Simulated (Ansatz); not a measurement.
**wB97M-V/aug-cc-pVDZ run of Si2H6 (disilane)**

What is the electronic atomisation energy of Si2H6 (disilane) at wB97M-V/aug-cc-pVDZ? 

The results are computed with Ansatz 0.2.0.

35 further runs of the same task are left out: 7 that didn't finish, 28 set aside as unsound or not needed. Runs told in other sessions of the task aren't counted.

## Step 1: Starting point

Si2H6: 8 atoms, total charge 0, spin state singlet. As SMILES, `[SiH3][SiH3]`. The coordinates come from a PBE0-D4/def2-TZVP relaxation.

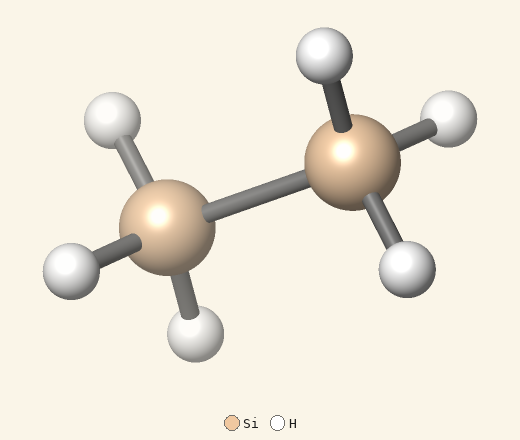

Viewed from a chosen angle; silicon light orange, hydrogen white.

## Step 2: The energy at wB97M-V/aug-cc-pVDZ

molecule.yaml

```yaml
crystal:
  periodic: [false, false, false]
  atoms:
    - {symbol: Si, position_ang: [-0.340500, 0.490200, -1.004900]}
    - {symbol: Si, position_ang: [0.363500, -0.504400, 0.991000]}
    - {symbol: H, position_ang: [0.833900, 0.948200, -1.794900]}
    - {symbol: H, position_ang: [-1.112900, -0.483900, -1.821900]}
    - {symbol: H, position_ang: [-1.208000, 1.664100, -0.717900]}
    - {symbol: H, position_ang: [1.139000, 0.468600, 1.806300]}
    - {symbol: H, position_ang: [1.228100, -1.680500, 0.704000]}
    - {symbol: H, position_ang: [-0.811000, -0.959200, 1.782600]}
basis:
  gaussian:
    orbitals: aug-cc-pVDZ
output: {orbitals: {seedname: orbitals}}
magnetization:
  spin_polarized: false
  initial_magnetization: 0
accuracy: high
hamiltonian:
  xc: {name: wB97M-V}
```

Run with:

```sh
$ ansatz run molecule.yaml --threads 1 --pin off --max-ram 3480MiB --events-out events.jsonl --progress --plain --runs-dir runs
```

Output:

```text
Warning: RAYON_NUM_THREADS=1 ignored (pool sized by the plan → 1); use --threads N
Functional definition: wB97M-V
  name "wB97M-V"
  parameter omega = 0.3/bohr
  parameter cx = 0.15
  parameter cx01 = 1.007
  parameter cx10 = 0.259
  parameter css00 = 0.443
  parameter css04 = -1.437
  parameter css10 = -4.535
  parameter css20 = -3.390
  parameter css43 = 4.278
  parameter cos00 = 1.000
  parameter cos10 = 1.358
  parameter cos20 = 2.924
  parameter cos21 = -8.812
  parameter cos60 = -1.390
  parameter cos61 = 9.142
  parameter b = 6.0
  parameter c = 0.01
  gx(w, u) = 1 - cx + cx01*u + cx10*w
  gss(w, u) = css00 + css04*u^4 + css10*w + css20*w^2 + css43*w^4*u^3
  gos(w, u) = cos00 + cos10*w + (cos20 + cos21*u)*w^2 + (cos60 + cos61*u)*w^6
  exchange = spin_sum(e_x_unif_sr(omega)*gx(b97_w, b97_u_x)) + cx*exact_x_sr(omega) + exact_x_lr(omega)
  correlation = spin_sum(e_c_pw_mod_same_spin*gss(b97_w, b97_u_same))
      + integral(e_c_pw_mod_opposite_spin*gos(b97_w_opposite, b97_u_opposite)) + vv10(b, c)
2209 factors; integrals over basis functions are off by at most 3.3e-9 eV
551 factors; integrals over basis functions are off by at most 2.1e-9 eV
mean field evaluation 1: about -15850.1884 eV, gradient 8.1e0 eV
mean field evaluation 2: about -15850.4827 eV, gradient 1.6e0 eV
mean field evaluation 4: about -15850.4984 eV, gradient 4.5e-1 eV
mean field evaluation 8: about -15850.5208 eV, gradient 1.8e-2 eV
mean field evaluation 16: about -15850.5208 eV, gradient 2.2e-7 eV
mean field -15850.52079019 eV, -582.4958951707 hartree, gradient 4.3e-8 eV, S^2 0.000000; 0 other end points of the search recorded, 0 dependent functions left out
reference -15850.52080264 eV, -582.4958956281 hartree; 17, 17 occupied and 91, 91 virtual orbitals, 2209 factors
Total energy: -15850.52080264 eV, -582.4958956281 hartree
```

Run time: 77 s. Hardware: 1 thread of Arm Neoverse V1, shared host; peak memory 0.67 GiB.

## Step 3: The H atom, same level

input.yaml

```yaml
crystal:
  periodic: [false, false, false]
  atoms:
    - {symbol: H, position_ang: [0.000000, 0.000000, 0.000000]}
basis:
  gaussian:
    orbitals: aug-cc-pVDZ
magnetization:
  spin_polarized: true
  initial_magnetization: 1
hamiltonian:
  xc: {name: wB97M-V}
accuracy: high
```

Run the same way, it converges to -0.49284 Eh (log not shown).

## Step 4: The Si atom, same level

run.yaml

```yaml
crystal:
  periodic: [false, false, false]
  atoms:
    - {symbol: Si, position_ang: [0.000000, 0.000000, 0.000000]}
basis:
  gaussian: {orbitals: aug-cc-pVDZ}
magnetization: {spin_polarized: true, initial_magnetization: 2}
hamiltonian: {xc: {name: wB97M-V}}
accuracy: high
```

Run the same way, it converges to -289.35216 Eh (log not shown).

## Step 5: Summary of results

Level: wB97M-V/aug-cc-pVDZ.

| quantity | value |
| --- | --- |
| molecule: total energy | -582.49590 Eh |
| molecule: HOMO energy | -10.42 eV |
| molecule: LUMO energy | 0.50 eV |
| molecule: HOMO–LUMO gap | 10.91 eV |
| H atom: total energy | -0.49284 Eh |
| H atom: ⟨S²⟩ | 0.750 |
| Si atom: total energy | -289.35216 Eh |
| Si atom: ⟨S²⟩ | 2.001 |
| electronic atomisation energy | 22.709 eV |

What this shows: Taking the molecule apart into free atoms costs 22.71 eV (2191 kJ/mol), before zero-point energy and without spin-orbit coupling.
